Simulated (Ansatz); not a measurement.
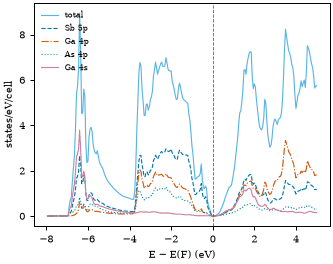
*Total and projected density of states of InGa₃Sb₃As in space group Pmm2 (No. 25; Pearson symbol oP8), PBEsol in the plane-wave PAW code Ansatz*

Problem. Which orbitals carry the states next to the Fermi level?

Solution. Within 0.5 eV of the Fermi level: Sb 5p 56 %, Ga 4p 13 %, As 4p 11 %, In 5p 9 %. Projections are on Löwdin-orthogonalised atomic valence shells; empty p or d shells of many metals are not among them.

Problem. Where is the tallest occupied peak in this window, and what makes it?

Solution. Near -6.4 eV, about 8.9 states/eV per cell; the largest projected share is Ga 4s.

The start of the workflow was typed in or built on a structure type; neither database checked (COD, Materials Project) lists it. Whether it is the stable phase at ambient conditions was not checked. Symmetry was held in the PBEsol relaxation; whether a distortion lowers the energy is not shown. Scalar-relativistic: spin–orbit coupling is off unless named, which matters more the heavier the elements.

Potentials: the earlier of the program's two PAW sets. The files were generated under PBE; for other functionals the program regenerates the frozen cores, and for LDA and PBEsol the local potential too.
